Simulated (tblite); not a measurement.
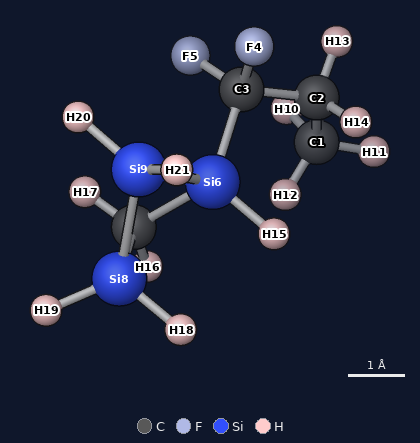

The input geometry (ball-and-stick view, seen at a tilt; atoms are numbered from 1 in the order of the input). Bond lengths as drawn: C–C 1.50 to 1.52 Å, C–F 1.36 to 1.42 Å, C–H 1.10 to 1.13 Å, C–Si 1.84 to 1.89 Å, H–Si 1.45 to 1.47 Å and Si–Si 2.22 to 2.23 Å.

**C4H12F2Si3: geometry relaxation (part 1 of 4)**

C4H12F2Si3, SMILES CCC(F)(F)[Si@@H]1C[SiH2][SiH2]1, computed with GFN2-xTB geometry optimisation, gas phase (tblite 0.8.0).

It belongs to a series of runs on one base structure; here: H on C replaced by C2H5.

### The program's output
```
step      E/eV     max force
  0    -795.42608    2.457
  1    -795.70776    0.989
  2    -795.87769    1.041
  3    -796.06106    0.905
  4    -796.16830    0.716
  5    -796.25335    0.581
  6    -796.31592    0.545
  7    -796.36939    0.562
  8    -796.42734    0.513
  9    -796.48659    0.577
 10    -796.53183    0.510
 11    -796.56135    0.385
 12    -796.58113    0.352
 13    -796.59569    0.242
 14    -796.60728    0.267
 15    -796.61733    0.267
 16    -796.62783    0.258
 17    -796.63929    0.282
 18    -796.65022    0.206
 19    -796.65937    0.191
 20    -796.66738    0.187
 21    -796.67633    0.216
 22    -796.68701    0.238
 23    -796.69792    0.205
 24    -796.70736    0.197
 25    -796.71513    0.192
 26    -796.72210    0.225
 27    -796.72954    0.230
 28    -796.73824    0.241
 29    -796.74762    0.257
 30    -796.75628    0.236
 31    -796.76348    0.201
 32    -796.76933    0.214
 33    -796.77472    0.160
 34    -796.78083    0.170
 35    -796.78766    0.186
 36    -796.79433    0.177
 37    -796.80052    0.171
 38    -796.80664    0.181
 39    -796.81283    0.179
 40    -796.81903    0.181
 41    -796.82475    0.159
 42    -796.82948    0.137
 43    -796.83376    0.153
 44    -796.83769    0.162
 45    -796.84187    0.258
 46    -796.84604    0.189
 47    -796.85310    0.221
 48    -796.85631    0.242
 49    -796.86190    0.174
 50    -796.86538    0.148
 51    -796.86885    0.145
 52    -796.87230    0.162
 53    -796.87634    0.180
 54    -796.88027    0.215
 55    -796.88414    0.169
 56    -796.88852    0.145
 57    -796.89442    0.181
 58    -796.89798    0.158
 59    -796.90241    0.172
 60    -796.90602    0.167
 61    -796.91120    0.162
 62    -796.91700    0.208
 63    -796.92301    0.225
 64    -796.92717    0.116
 65    -796.93007    0.104
 66    -796.93182    0.101
 67    -796.93486    0.134
 68    -796.93766    0.164
 69    -796.93987    0.110
 70    -796.94155    0.094
 71    -796.94301    0.112
 72    -796.94500    0.154
 73    -796.94830    0.159
 74    -796.95281    0.144
 75    -796.95669    0.105
 76    -796.95898    0.085
 77    -796.96016    0.091
 78    -796.96118    0.094
 79    -796.96233    0.093
 80    -796.96381    0.102
 81    -796.96515    0.102
 82    -796.96665    0.092
 83    -796.96887    0.111
 84    -796.97115    0.097
 85    -796.97288    0.105
 86    -796.97398    0.073
 87    -796.97478    0.112
 88    -796.97554    0.071
 89    -796.97632    0.080
 90    -796.97690    0.059
 91    -796.97731    0.035
 92    -796.97759    0.035
 93    -796.97788    0.039
 94    -796.97823    0.039
 95    -796.97863    0.041
 96    -796.97899    0.044
 97    -796.97924    0.035
 98    -796.97946    0.039
 99    -796.97972    0.042
100    -796.98005    0.040
101    -796.98040    0.043
102    -796.98064    0.043
103    -796.98087    0.032
104    -796.98111    0.035
105    -796.98135    0.034
106    -796.98153    0.022
107    -796.98164    0.022
108    -796.98176    0.024
109    -796.98196    0.040
110    -796.98223    0.050
111    -796.98247    0.041
112    -796.98261    0.027
113    -796.98271    0.022
114    -796.98283    0.027
115    -796.98295    0.024
116    -796.98306    0.021
117    -796.98313    0.017
118    -796.98320    0.018
119    -796.98327    0.018
120    -796.98336    0.018
121    -796.98344    0.018
122    -796.98351    0.023
123    -796.98358    0.022
124    -796.98364    0.017
125    -796.98369    0.016
126    -796.98373    0.014
127    -796.98377    0.018
128    -796.98381    0.017
129    -796.98384    0.011
130    -796.98387    0.009
```

### Trajectory as extended XYZ (Å, eV, eV/Å), 39 of the 131 frames kept, from step=0 to step=130
```
21
Properties=species:S:1:pos:R:3:forces:R:3 step=0 energy=-795.42608
C     2.7367   -0.4321    0.2340   -0.2590  -0.5940  -0.2020
C     2.1557    0.6997   -0.5914    1.2390   0.6010  -0.3210
C     0.8206    0.3801   -1.1919    0.5090   1.1580   0.4110
F     0.4689    1.5528   -1.9111    0.0920  -1.0310  -0.2420
F     0.8054   -0.6895   -2.0254    0.1780   0.4580  -0.2160
Si   -0.4165    0.2797    0.1957    1.1990   0.7410  -0.2660
C    -1.1602   -1.3618    0.5558   -0.0390  -1.6570   1.5090
Si   -2.6247   -0.4123    1.2742   -1.8950  -0.7060   1.1520
Si   -2.4321    0.8800   -0.5292   -1.2430   1.7540  -1.1900
H     2.9780   -1.2509   -0.4738    0.0190   0.3070   0.5900
H     3.6513   -0.0895    0.7396   -0.4770  -0.3390  -0.0820
H     1.9786   -0.8268    0.9444    0.6530   0.3290  -0.2180
H     2.8592    0.8849   -1.4239   -0.0650   0.2340   0.2680
H     2.0714    1.6475    0.0137   -0.0980  -0.9160  -0.6700
H    -0.0152    0.9823    1.4219    0.3790  -0.1100  -0.1160
H    -0.6670   -1.9779    1.3464   -0.2690  -0.0210  -1.1000
H    -1.5254   -1.9252   -0.3207    0.6430   0.0060   0.6200
H    -2.2198    0.2958    2.4874   -0.1440  -0.2590   0.1160
H    -3.8671   -1.1584    1.3878   -0.0480  -0.2780   0.3620
H    -2.8702    0.2463   -1.7657   -0.1020   0.1950  -0.1200
H    -2.7366    2.2923   -0.3683   -0.2740   0.1260  -0.2850
21
Properties=species:S:1:pos:R:3:forces:R:3 step=3 energy=-796.06106
C     2.7324   -0.4425    0.2179    0.1990   0.1250  -0.0560
C     2.2233    0.7104   -0.6101   -0.1290  -0.1570  -0.2230
C     0.8734    0.4388   -1.1755   -0.2100  -0.5690  -0.0090
F     0.4757    1.4922   -1.9466    0.0800   0.3870  -0.4730
F     0.8246   -0.6398   -2.0309    0.2660   0.1210   0.0650
Si   -0.4072    0.2951    0.1871   -0.5680  -0.1360  -0.0100
C    -1.1930   -1.3835    0.6300   -0.1280   0.6200   0.0640
Si   -2.7164   -0.4359    1.3090   -0.0380   0.2450  -0.3800
Si   -2.4874    0.9483   -0.5629    0.1180  -0.3920   0.5420
H     2.9847   -1.2500   -0.4442    0.1350  -0.4570  -0.1830
H     3.6192   -0.1196    0.7374    0.3290  -0.0570   0.2390
H     2.0131   -0.8056    0.9382   -0.2420   0.0650   0.1460
H     2.8859    0.9124   -1.4281    0.7030   0.2460  -0.3780
H     2.0716    1.6012   -0.0225    0.2470   0.4180   0.2640
H     0.0227    0.9769    1.4169    0.2980  -0.0540  -0.0970
H    -0.6593   -2.0213    1.3049    0.1710  -0.3780   0.1950
H    -1.4728   -1.9312   -0.2700    0.1580  -0.0740   0.1920
H    -2.2367    0.2724    2.5011   -0.2820  -0.2380   0.1010
H    -3.9080   -1.2053    1.4266   -0.5950  -0.5530   0.4000
H    -2.8839    0.2642   -1.7857   -0.1500   0.2620  -0.1560
H    -2.7709    2.3399   -0.3930   -0.3620   0.5770  -0.2450
21
Properties=species:S:1:pos:R:3:forces:R:3 step=7 energy=-796.36939
C     2.7625   -0.4493    0.2017    0.0100   0.0080  -0.0080
C     2.2661    0.7227   -0.6493    0.1470   0.0180   0.1580
C     0.8842    0.4383   -1.1916    0.2370   0.2420  -0.1590
F     0.5004    1.4938   -2.0165    0.1040  -0.1040   0.1650
F     0.8796   -0.6268   -2.0391    0.0440  -0.2600  -0.0630
Si   -0.4487    0.3055    0.1800    0.3450   0.1210  -0.1400
C    -1.2131   -1.3583    0.6931    0.0230  -0.1670  -0.0750
Si   -2.8215   -0.4519    1.3001   -0.0860  -0.4410   0.1320
Si   -2.5351    0.9787   -0.5239   -0.2130   0.2450  -0.0370
H     3.0053   -1.3041   -0.4365   -0.0430   0.1830   0.1540
H     3.6474   -0.1522    0.7646    0.0140  -0.0690  -0.1590
H     2.0097   -0.7695    0.9344    0.0950   0.1440  -0.2890
H     2.9819    0.9579   -1.4586   -0.3010  -0.1420   0.3020
H     2.1252    1.6144   -0.0238    0.2700  -0.0920  -0.1430
H     0.0971    0.9607    1.3874    0.1170  -0.0340  -0.1430
H    -0.6512   -2.0696    1.3052   -0.1900   0.4500   0.2780
H    -1.4231   -1.9361   -0.2051   -0.1990   0.0330  -0.1490
H    -2.3096    0.2117    2.5228   -0.4080  -0.1830  -0.0440
H    -3.9993   -1.3081    1.5191    0.1960   0.0350   0.1360
H    -2.9164    0.3353   -1.8070   -0.0470   0.3600   0.2400
H    -2.8502    2.4238   -0.4576   -0.1150  -0.3490  -0.1550
21
Properties=species:S:1:pos:R:3:forces:R:3 step=10 energy=-796.53183
C     2.7925   -0.4475    0.1931   -0.0860   0.1000  -0.0310
C     2.2965    0.7299   -0.6525    0.1300  -0.1520   0.0330
C     0.9103    0.4436   -1.2294    0.3300  -0.0670   0.3750
F     0.5383    1.5029   -2.0396    0.1400  -0.3150  -0.0570
F     0.9278   -0.6677   -2.0503    0.0320   0.4860   0.1520
Si   -0.4426    0.3234    0.1533   -0.0320  -0.0760  -0.1270
C    -1.2170   -1.3472    0.6991   -0.2580   0.1630  -0.1150
Si   -2.8809   -0.5215    1.2935    0.2200  -0.0530  -0.0150
Si   -2.5798    1.0059   -0.4741    0.1110  -0.1310   0.0770
H     3.0141   -1.3224   -0.4211   -0.0260   0.2050  -0.0090
H     3.6868   -0.1780    0.7624   -0.1790  -0.0180  -0.2000
H     2.0054   -0.7266    0.8928    0.0860  -0.0490   0.0810
H     3.0115    0.9626   -1.4426   -0.0170  -0.1080  -0.1600
H     2.2123    1.6308   -0.0311   -0.0940  -0.1800  -0.0980
H     0.1662    0.9446    1.3414    0.0780   0.0400  -0.0310
H    -0.6783   -2.0187    1.3685   -0.0900   0.3030   0.0580
H    -1.4324   -1.9338   -0.1922    0.0130  -0.1040  -0.0580
H    -2.4339    0.1396    2.5314   -0.2360  -0.0350   0.0940
H    -4.0315   -1.3756    1.6045    0.1020  -0.0760  -0.0430
H    -2.9486    0.4469   -1.7813   -0.1020   0.0630  -0.0110
H    -2.9257    2.4256   -0.5264   -0.1210   0.0030   0.0820
21
Properties=species:S:1:pos:R:3:forces:R:3 step=14 energy=-796.60728
C     2.7956   -0.4444    0.1905    0.0530  -0.0820   0.0300
C     2.3277    0.7246   -0.6548    0.0070   0.0620  -0.0030
C     0.9468    0.4421   -1.2036   -0.0860   0.0700  -0.1360
F     0.5789    1.4716   -2.0512    0.0410   0.1400   0.0270
F     0.9582   -0.6391   -2.0381    0.0750  -0.2560  -0.0140
Si   -0.4414    0.3265    0.1346    0.0060   0.0780   0.0520
C    -1.2407   -1.3289    0.6820    0.0560  -0.0200  -0.0100
Si   -2.8901   -0.5488    1.2917   -0.1780   0.1610   0.0240
Si   -2.5876    1.0065   -0.4492   -0.0830   0.1110  -0.1310
H     3.0137   -1.3100   -0.4264   -0.0270  -0.0520  -0.0940
H     3.6916   -0.1850    0.7421    0.0930   0.0340   0.0610
H     2.0119   -0.7182    0.8944    0.0600  -0.0420   0.0780
H     3.0259    0.9443   -1.4650    0.0030  -0.1000  -0.0490
H     2.2364    1.6216   -0.0413    0.0280   0.0720   0.0130
H     0.2025    0.9420    1.3136   -0.0250   0.0110  -0.0150
H    -0.7057   -1.9468    1.3994    0.0030   0.0790  -0.0280
H    -1.4337   -1.9503   -0.1927    0.0550  -0.0780   0.0450
H    -2.5214    0.1061    2.5543   -0.0740   0.0100   0.1070
H    -4.0240   -1.4174    1.6275    0.0900  -0.1040  -0.1400
H    -2.9790    0.4998   -1.7728   -0.0610  -0.0480  -0.0050
H    -2.9745    2.4210   -0.5355   -0.0350  -0.0470   0.1880
21
Properties=species:S:1:pos:R:3:forces:R:3 step=17 energy=-796.63929
C     2.8061   -0.4522    0.1932    0.0330   0.0790  -0.0540
C     2.3430    0.7265   -0.6581   -0.0490  -0.1070   0.0620
C     0.9545    0.4440   -1.2065    0.1260  -0.0160  -0.0720
F     0.6100    1.4763   -2.0574   -0.0430   0.0290  -0.0540
F     0.9880   -0.6546   -2.0287   -0.0460  -0.0110   0.0350
Si   -0.4468    0.3382    0.1300    0.0420   0.0550  -0.1670
C    -1.2512   -1.3125    0.6686   -0.0960   0.0330   0.1330
Si   -2.9161   -0.5321    1.2893    0.0190  -0.0320   0.0040
Si   -2.5992    1.0159   -0.4516   -0.0560   0.0530  -0.0760
H     3.0092   -1.3118   -0.4468   -0.0170   0.0650   0.1410
H     3.7092   -0.1838    0.7396   -0.0310  -0.1030  -0.0610
H     2.0266   -0.7233    0.9122    0.1890   0.0090  -0.1150
H     3.0380    0.9165   -1.4896   -0.1490  -0.0420   0.2360
H     2.2533    1.6292   -0.0445    0.1180  -0.0500  -0.1420
H     0.2183    0.9440    1.2969   -0.0370   0.0480   0.0560
H    -0.7186   -1.8936    1.4133    0.0630  -0.0320   0.0310
H    -1.4235   -1.9736   -0.1835    0.0250   0.0580   0.0950
H    -2.5843    0.0898    2.5867   -0.0490  -0.0140  -0.0440
H    -4.0058   -1.4622    1.6129    0.0570  -0.0530  -0.1590
H    -3.0088    0.5182   -1.7727   -0.0450  -0.0500  -0.0110
H    -3.0106    2.4179   -0.5038   -0.0540   0.0820   0.1590
21
Properties=species:S:1:pos:R:3:forces:R:3 step=21 energy=-796.67633
C     2.8253   -0.4517    0.1899    0.0060  -0.0860   0.0610
C     2.3503    0.7136   -0.6541    0.0310   0.0540  -0.0440
C     0.9717    0.4429   -1.2168   -0.1340   0.0040   0.0680
F     0.6425    1.4784   -2.0776    0.0330  -0.1400  -0.0370
F     1.0111   -0.6706   -2.0157   -0.0800   0.0470  -0.0780
Si   -0.4519    0.3597    0.1003   -0.0900  -0.0150   0.1000
C    -1.2683   -1.2828    0.6804    0.2070   0.0450   0.0440
Si   -2.9400   -0.5187    1.2838    0.0590  -0.0660  -0.0680
Si   -2.6217    1.0354   -0.4650   -0.0200  -0.0020   0.0830
H     3.0052   -1.3101   -0.4471    0.0780  -0.1210  -0.0230
H     3.7339   -0.2007    0.7248    0.1350   0.0170  -0.0420
H     2.0731   -0.7304    0.9199   -0.1210  -0.0130   0.1120
H     3.0355    0.8784   -1.4827    0.1520   0.0470  -0.1300
H     2.2943    1.6324   -0.0725   -0.0180   0.0560   0.0610
H     0.2215    0.9560    1.2820   -0.1190   0.0190  -0.1020
H    -0.7205   -1.8372    1.4362    0.0380   0.0130   0.0810
H    -1.4089   -1.9826   -0.1471   -0.0710   0.1300   0.0630
H    -2.6679    0.0692    2.6120   -0.0330  -0.0040  -0.1040
H    -3.9731   -1.5261    1.5545   -0.0160  -0.0040  -0.1350
H    -3.0557    0.5278   -1.7775   -0.0290   0.0520   0.0340
H    -3.0652    2.4340   -0.4284   -0.0090  -0.0320   0.0550
21
Properties=species:S:1:pos:R:3:forces:R:3 step=24 energy=-796.70736
C     2.8446   -0.4607    0.1941   -0.0030  -0.0850   0.0080
C     2.3606    0.7043   -0.6549    0.1600   0.0030  -0.0400
C     0.9730    0.4379   -1.2157    0.1310   0.0620  -0.0840
F     0.6740    1.4550   -2.1057   -0.0550   0.0460   0.0300
F     1.0119   -0.6732   -2.0158   -0.0650  -0.1300   0.0100
Si   -0.4693    0.3785    0.0805    0.0520   0.1100   0.0340
C    -1.2510   -1.2472    0.7059    0.0350  -0.1110   0.0590
Si   -2.9454   -0.5281    1.2659   -0.1300  -0.0130   0.0210
Si   -2.6469    1.0502   -0.4587   -0.1190   0.0360   0.0010
H     3.0157   -1.3264   -0.4406   -0.0090  -0.0460  -0.0100
H     3.7776   -0.2189    0.6982   -0.0430   0.0480  -0.0210
H     2.1002   -0.7356    0.9379    0.0010   0.0490   0.0680
H     3.0526    0.8530   -1.4859    0.0160   0.0010  -0.1200
H     2.3345    1.6403   -0.0931   -0.1190  -0.0850   0.0810
H     0.2013    0.9742    1.2527   -0.0440   0.1300   0.0160
H    -0.7115   -1.7851    1.4777    0.1080   0.0100   0.0470
H    -1.4105   -1.9606   -0.1008    0.0410  -0.0160  -0.0490
H    -2.7526    0.0476    2.6083   -0.0130   0.0120  -0.0470
H    -3.9458   -1.5832    1.4725   -0.0240   0.0190  -0.1100
H    -3.1041    0.5493   -1.7733    0.0140   0.1420   0.1240
H    -3.1180    2.4455   -0.3494    0.0660  -0.1850  -0.0150
21
Properties=species:S:1:pos:R:3:forces:R:3 step=27 energy=-796.72954
C     2.8588   -0.4754    0.1962    0.0080   0.0940  -0.0930
C     2.3863    0.6951   -0.6634   -0.1150  -0.1020  -0.0560
C     0.9897    0.4384   -1.2231   -0.0230  -0.0880   0.0130
F     0.6923    1.4445   -2.1234    0.0120   0.0650   0.0180
F     1.0053   -0.6889   -2.0115   -0.0080   0.0140   0.1020
Si   -0.4775    0.4034    0.0694    0.0500  -0.0520  -0.0410
C    -1.2370   -1.2294    0.7296   -0.0950   0.0780  -0.0170
Si   -2.9629   -0.5371    1.2532    0.0610  -0.0510   0.0010
Si   -2.6761    1.0583   -0.4472    0.1130  -0.1600   0.1210
H     3.0213   -1.3459   -0.4374   -0.0680  -0.0080   0.0670
H     3.8033   -0.2259    0.6766   -0.0740  -0.0120   0.0210
H     2.1211   -0.7313    0.9596    0.1050   0.0820  -0.0930
H     3.0711    0.8349   -1.5066   -0.0160   0.0070   0.0610
H     2.3482    1.6319   -0.0969   -0.0130  -0.1660  -0.0230
H     0.1828    1.0093    1.2346    0.0190   0.1950   0.0860
H    -0.6899   -1.7441    1.5145    0.0470   0.0140  -0.0610
H    -1.4027   -1.9483   -0.0725    0.1510  -0.0490   0.0190
H    -2.8199    0.0326    2.6006   -0.0290   0.0090   0.0040
H    -3.9323   -1.6252    1.3977   -0.0860  -0.0020  -0.0640
H    -3.1401    0.5871   -1.7561   -0.0410   0.0780  -0.0580
H    -3.1505    2.4329   -0.2942   -0.0010   0.0530  -0.0050
```
